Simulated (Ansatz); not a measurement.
From C to Sn: the dipole moment

One atom is swapped for its congeners: SiH3(CH3); SiH3(SiH3) (disilane); SiH3(GeH3); SiH3(SnH3). All are singlets with charge 0.

Shapes, held fixed at every level: PBE0-D4/def2-TZVP. Programs: Ansatz 0.2.0. Values in D.

```tsv
level	SiH3(CH3)	SiH3(SiH3)	SiH3(GeH3)	SiH3(SnH3)
PBE-D4/def2-TZVPP	0.85	0.00	0.08	0.24
r2SCAN-D4/def2-TZVPP	0.86	0.00	0.11	0.27
B3LYP-D4/def2-TZVPP	0.80	0.00	0.13	0.29
wB97M-V/def2-TZVPP	0.81	0.00	0.12	0.27
measured	0.74	–	–	–
```

At wB97M-V/def2-TZVPP the dipole moment isn't monotonic: it is largest for C and smallest for Si (0.81 and 0.00 D). Every level shows the same order. Measured values: NIST CCCBDB. For atoms past krypton def2 sets carry core potentials with scalar relativity. Relativity is left out for Ge unless named. Magnitudes only: a dipole under 1 D may point either way.

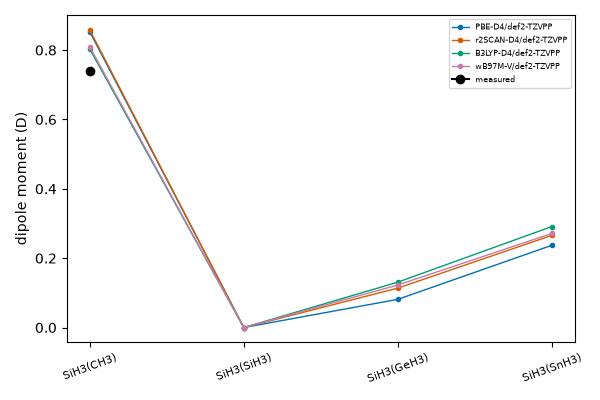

The trend along the series, level by level.
